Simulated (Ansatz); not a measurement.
**Fields on a plane of TlI (CsCl type)**

```
TlI
1.0
    4.24524     0.00000     0.00000
    0.00000     4.24524     0.00000
    0.00000     0.00000     4.24524
Tl I
1 1
Direct
  0.00000   0.00000   0.00000
  0.50000   0.50000   0.50000
```

The slice is a {100} plane (indices of the conventional cell) through the point (0.000, 0.000, 0.000) (fractional), spanned by u = [100] and v = [010] in vectors of this cell: u (4.25 Å) and v (4.25 Å, at 90° to u). It covers one period; positions are fractions (u, v).

Atoms on it: Tl at (0.00, 0.00).

All values below come from r2SCAN (plane waves to 500 eV, PAW, scalar-relativistic; Ansatz, a program for electronic structure). k mesh 8×8×8. Inside the PAW spheres the values are not all-electron values, and peaks at nuclei hang on which shells count as valence. Spin-orbit coupling is left out, though I and Tl are heavy. TlI was relaxed with its symmetry unable to fall.

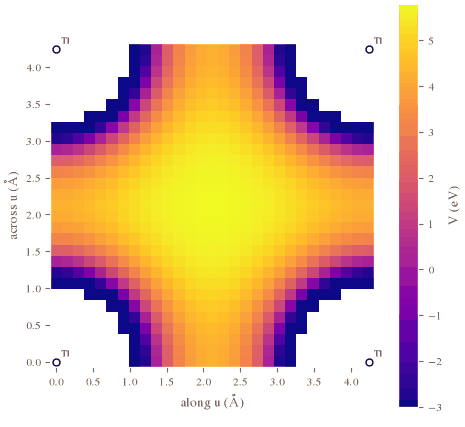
Electrostatic potential energy of an electron, from the cell's mean, in eV, one period of the plane, atoms marked. Points within 1 Å of a nucleus are left white, as the pseudised field means little there. Values under -3 eV are set to -3. The zero, the cell's mean, hangs on the PAW cores.

| v \ u | 0.00 | 0.11 | 0.21 | 0.32 | 0.43 | 0.54 | 0.64 | 0.75 | 0.86 | 0.96 |
|---|---|---|---|---|---|---|---|---|---|---|
| 0.96 | x | x | 0.44 | 0.33 | 0.05 | 0.02 | 0.24 | 0.41 | 0.27 | x |
| 0.86 | 0.25 | 0.40 | 0.39 | 0.23 | 0.03 | 0.02 | 0.13 | 0.35 | 0.44 | 0.27 |
| 0.75 | 0.41 | 0.38 | 0.28 | 0.07 | 0.03 | 0.03 | 0.04 | 0.20 | 0.35 | 0.41 |
| 0.64 | 0.25 | 0.18 | 0.06 | 0.03 | 0.03 | 0.03 | 0.03 | 0.04 | 0.13 | 0.24 |
| 0.54 | 0.02 | 0.02 | 0.02 | 0.03 | 0.04 | 0.04 | 0.03 | 0.03 | 0.02 | 0.02 |
| 0.43 | 0.05 | 0.04 | 0.03 | 0.03 | 0.04 | 0.04 | 0.03 | 0.03 | 0.03 | 0.05 |
| 0.32 | 0.33 | 0.28 | 0.11 | 0.04 | 0.03 | 0.03 | 0.03 | 0.07 | 0.23 | 0.33 |
| 0.21 | 0.45 | 0.42 | 0.33 | 0.11 | 0.03 | 0.02 | 0.06 | 0.28 | 0.39 | 0.44 |
| 0.11 | x | 0.29 | 0.42 | 0.28 | 0.04 | 0.02 | 0.18 | 0.38 | 0.40 | x |
| 0.00 | x | x | 0.45 | 0.33 | 0.05 | 0.02 | 0.25 | 0.41 | 0.25 | x |

Values: electron localisation function (ELF). Points within 0.5 Å of a nucleus are blanked (x), as the pseudised field means little there.
